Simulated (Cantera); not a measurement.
Charge: 1 mol Si3N4, 0.0086 mol C, 5.1 mol N2, at 1 atm.

Cantera equilibrium calculation (NASA polynomials, part measured and part estimated; ideal gas, pure solids and liquids). Candidate condensed phases: C, Si, SiC, Si3N4; 32 gas species. Ions and electrons are included (thermal ionisation). The tables' values for SiN are old estimates; treat these amounts as uncertain. The numbers say what is thermodynamically allowed, not how fast it happens.

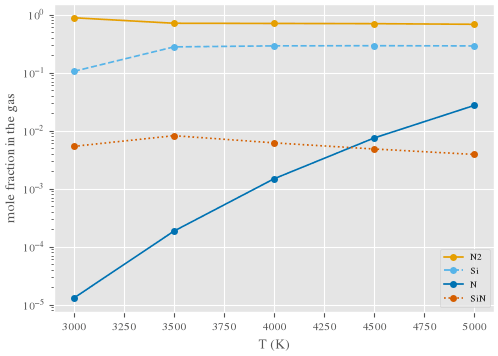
Fig. 1. Equilibrium gas composition (values under 1e-9 drawn at 1e-9)

At 3000 K the condensed part is Si(l). From 3500 K to 5000 K nothing is condensed. The main Si-bearing gas is Si throughout.
